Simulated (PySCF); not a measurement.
**C3H6O3 (SMILES COC(=O)OC): density, localisation and related maps**

```xyz
12

C     2.3192   -0.0892    0.0687
O     1.0755   -0.5554    0.5627
C    -0.0017    0.0100    0.0343
O    -0.0008    0.8692   -0.8103
O    -1.0800   -0.5291    0.5872
C    -2.3222   -0.0242    0.1280
H     2.4458    0.9836    0.2753
H     3.0875   -0.6679    0.5935
H     2.3957   -0.2529   -1.0161
H    -3.0944   -0.5910    0.6601
H    -2.4259   -0.1666   -0.9574
H    -2.4157    1.0480    0.3548
```

Geometry: PBE0-D3(BJ)/ma-def2-SVP.

Computed with DFT single point, gas phase, functional PBE0 (PySCF 2.14.0, density-fitted response routines).

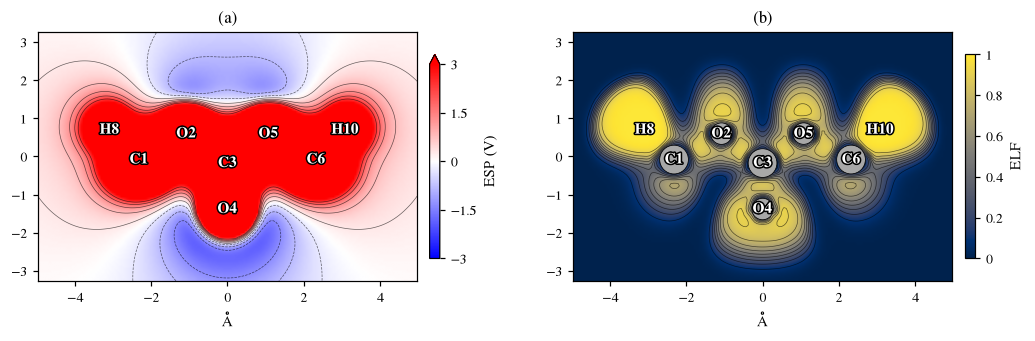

Figure 1. (a) molecular electrostatic potential; (b) ELF on the plane of atoms C1, O2 and C3. Grey discs cover the atomic cores in the ELF map.

**What do the fields say about this system?**

- The plane passes through C, O and H nuclei.
- C–O (1.20 Å): the ELF peaks at about 0.85 between the atoms: a multiple bond.
- C–H (1.10 Å): the ELF climbs to about 1 towards the hydrogen, as it does in any bond to H; an ordinary covalent bond to hydrogen.
- C–O (1.33 Å): the ELF peaks at about 0.90 between the atoms, as expected for a shared but strongly polarised pair.
- The ELF also peaks beside O4, O2 and O5, away from the bonds: lone-pair regions.
- Outside the dense part of the molecule the potential is most negative (−1.8 V) near O4.

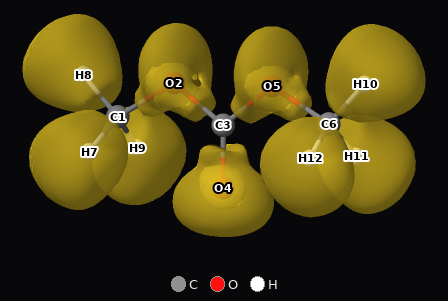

Figure 2. Isosurface of the ELF at 0.75 (yellow), seen at a tilt. Core shells and regions of very low density are left out.

**Where are the electrons localised?**

At this value the surface marks out six regions around hydrogen nuclei and three regions on O in which the atom's valence shell and bonds are merged.

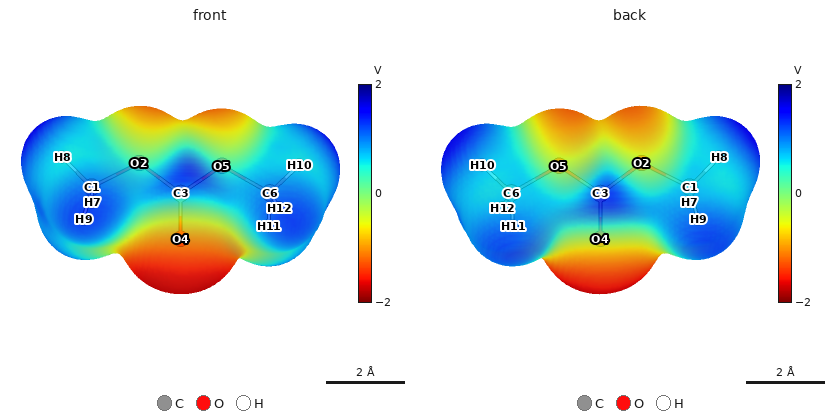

Figure 3. The molecular electrostatic potential painted on the density surface at 0.004 e/bohr³, seen from the front and from behind; the colour scale runs from red (negative) to blue (positive).

**Describe the electrostatic potential map.**

The most negative region (about −1.7 V) lies over O4, the most positive (about +1.5 V) over H8 and H10. O4 is the likeliest acceptor of a hydrogen bond.
